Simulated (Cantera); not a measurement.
Input: 1 mol CH₃SiH₃, 0.5 mol C₃H₈, 11 mol H₂, 0.0042 mol HF, at 0.00133 bar.

Method: chemical equilibrium by Gibbs-energy minimisation in Cantera with the NASA 1993 tables (ideal gas, pure condensed phases). Candidate condensed phases: C, C₆H₆, C₇H₈, C₈H₁₈, Si, SiC; 113 gas species. The feed counts by its element totals alone. The tables' values for SiF are old estimates; treat these amounts as uncertain. Gases not in the tables: Si₂H₆ and higher silanes. Kinetics and transport are ignored.

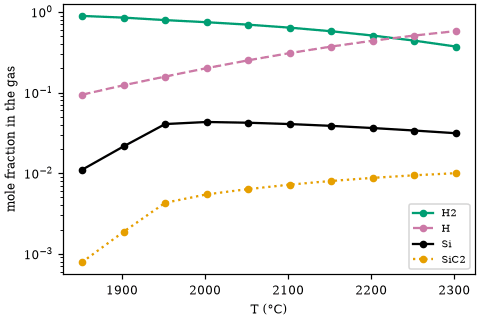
Figure. Equilibrium gas composition (values under 1e-9 drawn at 1e-9)

From 1852 °C to 1952 °C the condensed part is C(graphite) + SiC(s). From 2002 °C to 2302 °C the condensed part is C(graphite). The main Si-bearing gas is Si throughout.
